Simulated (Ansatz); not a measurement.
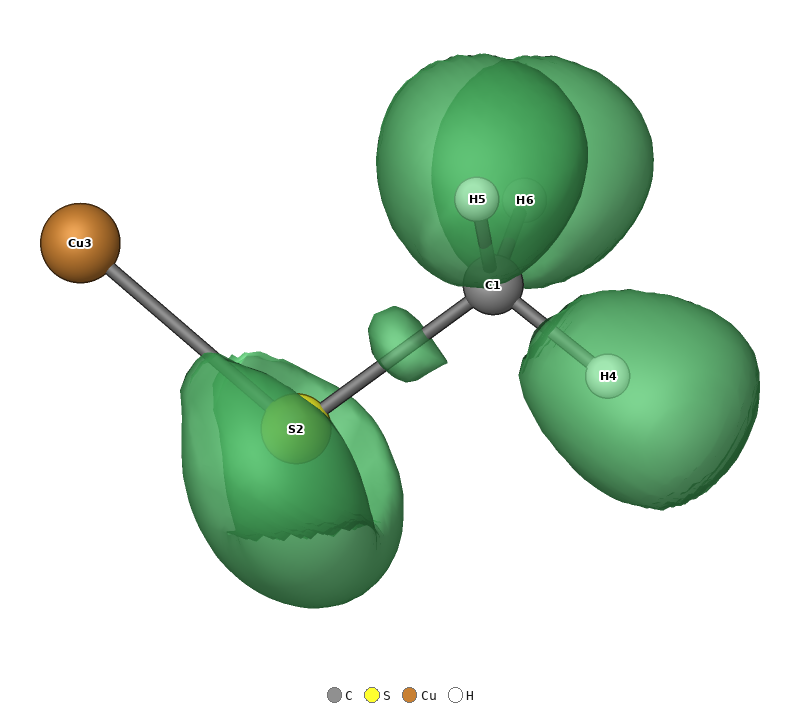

The picture shows: CH$_{3}$CuS (SMILES C[S][Cu]). Isosurface of the ELF at 0.85 (green), seen at a tilt. Only the valence region is drawn (cores and ρ < 0.01 e/Å³ removed).

Geometry: PBE0-D4/def2-TZVP.

All numbers below come from Ansatz, RKS PBE0-D4/def2-TZVPP.

```yaml
atoms:
  - { symbol: C, position_ang: [-0.3610, 0.3494, -0.3194] }
  - { symbol: S, position_ang: [0.1317, -1.3554, 0.0814] }
  - { symbol: Cu, position_ang: [1.7270, -1.1267, 1.4568] }
  - { symbol: H, position_ang: [-1.1841, 0.2714, -1.0325] }
  - { symbol: H, position_ang: [0.4468, 0.9088, -0.7899] }
  - { symbol: H, position_ang: [-0.7183, 0.8885, 0.5573] }
```

Question: Identify the bonds, lone pairs and shells in this picture.

Answer: The surface consists of one region between bonded C–S atoms (shared pairs), three regions around hydrogen nuclei and one region wrapped around S (its valence shell). Along the contacts the grid gives the following. C–S (1.82 Å): the ELF peaks at about 0.90 between the atoms (a covalent bond). Cu–S (2.12 Å): the ELF peaks at about 0.80 in the valence shell of S, 0.8 Å from its nucleus, and is about 0.50 at the midpoint.
